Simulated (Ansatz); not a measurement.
The figure comes from a scan of AlAs (zinc blende): volume and axial ratio are varied about the relaxed values (subscript 0). Level of theory: PBEsol (plane waves to 420 eV, PAW, scalar-relativistic; Ansatz, an electronic-structure program). k mesh 10×10×10 (Γ-centred), Fermi-Dirac smearing 0.05 eV. Stress and pressure are positive under compression. AlAs was relaxed with its symmetry unable to fall. The PAW data are Ansatz's earlier set. 

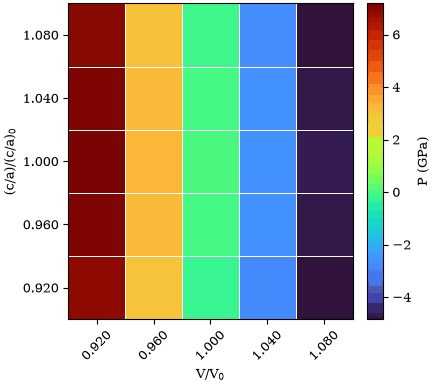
P (GPa), one tile a computed point.

Q: List the plotted points as numbers.

A: To the nearest 2:

P (GPa), with V/V₀ across and (c/a)/(c/a)₀ down:

| (c/a)/(c/a)₀ \ V/V₀ | 0.920 | 0.960 | 1.000 | 1.040 | 1.080 |
|---|---|---|---|---|---|
| 0.920 | 6 | 2 | 0 | -2 | -4 |
| 0.960 | 8 | 4 | 0 | -2 | -4 |
| 1.000 | 8 | 4 | 0 | -2 | -4 |
| 1.040 | 8 | 4 | 0 | -2 | -4 |
| 1.080 | 6 | 4 | 0 | -2 | -4 |

(A scan under strain: stresses follow from slopes of the energy per volume, elastic moduli from its curvatures.)
